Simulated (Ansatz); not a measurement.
```yaml
atoms:
  - { symbol: C, position_ang: [-0.9134, -1.4451, -0.9719] }
  - { symbol: Si, position_ang: [0.1649, -0.3300, 0.1061] }
  - { symbol: N, position_ang: [1.1184, -1.3537, 1.1251] }
  - { symbol: S, position_ang: [1.4657, 0.7217, -1.4709] }
  - { symbol: Si, position_ang: [-0.8680, 1.4433, 1.3737] }
  - { symbol: O, position_ang: [0.3391, 2.8058, 0.4535] }
  - { symbol: H, position_ang: [-1.3725, -0.8795, -1.7899] }
  - { symbol: H, position_ang: [-1.7178, -1.8848, -0.3706] }
  - { symbol: H, position_ang: [-0.3306, -2.2635, -1.4117] }
  - { symbol: H, position_ang: [1.5440, -0.9925, 1.9695] }
  - { symbol: H, position_ang: [1.5803, -2.1919, 0.7928] }
  - { symbol: H, position_ang: [2.6133, 0.7004, -0.7590] }
  - { symbol: H, position_ang: [-1.9045, 1.5993, 0.2494] }
  - { symbol: H, position_ang: [0.7683, 2.3895, -0.3585] }
  - { symbol: H, position_ang: [-0.1706, 3.5783, 0.1544] }
```

Computed with RKS B3LYP/6-31G* (Ansatz 0.2.0).

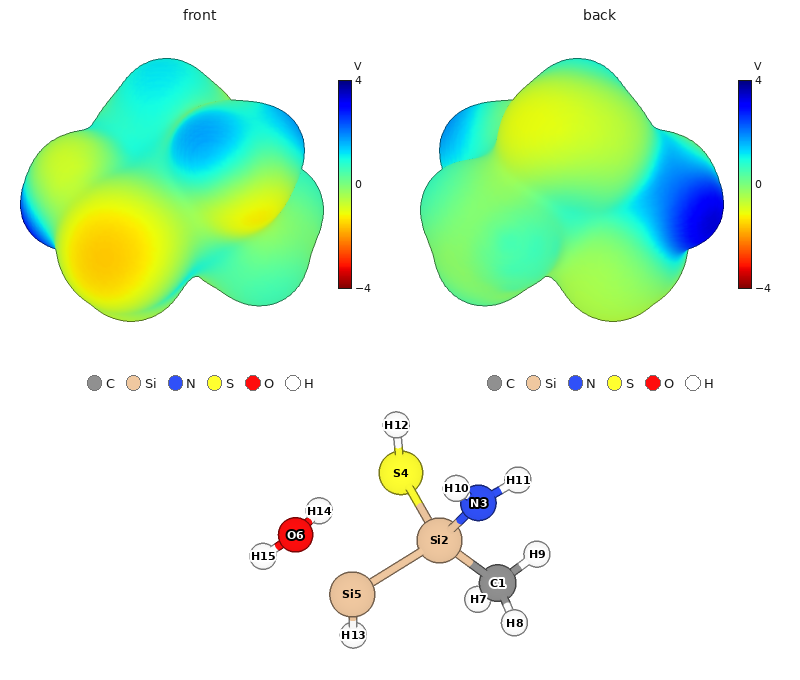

CH$_{9}$NOSSi$_{2}$. The molecular electrostatic potential painted on the density surface at 0.002 e/bohr³, seen from the front and from behind; red is negative and blue positive. The bare structure is drawn below in the same view.

> Describe the electrostatic potential map.

The most negative region (about −1.5 V) lies over Si5, the most positive (about +3.2 V) over H15.
